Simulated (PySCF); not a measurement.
CCl2F3In, SMILES F[C](F)(F)[In]([Cl])[Cl] at its CAM-B3LYP/def2-SVP optimised geometry (Å):

```
7

In    -0.0763     0.4167     0.0000
C     -1.2506    -1.4445     0.0174
F     -0.4990    -2.5074    -0.2742
F     -2.2481    -1.3970    -0.8691
F     -1.7901    -1.6486     1.2238
Cl     2.2481     0.4167     0.0000
Cl    -1.0934     2.5074     0.0000
```

Method: CAM-B3LYP/def2-TZVP, def2 effective core potentials past Kr run with PySCF 2.14.0. The core electrons that the potentials of In replace are not part of the density.

Map of the log10 of the electron density (e/bohr³), floored at −4 on the plane z = 0.6 Å:

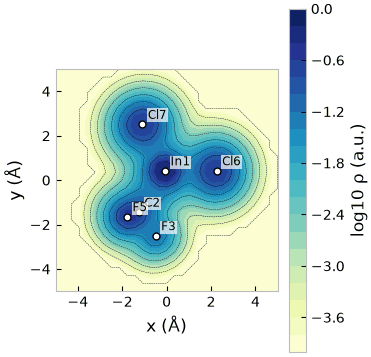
Fig. 1. Log10 of the electron density (e/bohr³), floored at −4 on the plane z = 0.6 Å.
